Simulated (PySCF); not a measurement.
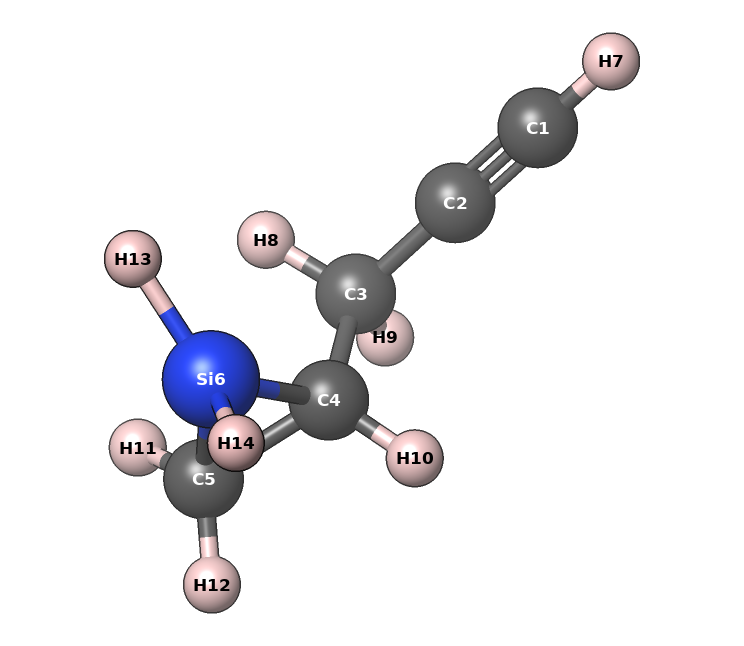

Atoms fade into the background with distance from the viewer. Computed geometry: PBE0-D3(BJ)/def2-SVP optimisation. No frequency run is at hand to confirm it as a minimum.

> Which atoms or bonds are stereogenic?

Centres: C4.

> Assign CIP descriptors.

C4: R (priorities Si6 > C5 > C3 > H10).

> Give a SMILES with the stereochemistry.

C#CC[C@@H]1C[SiH2]1
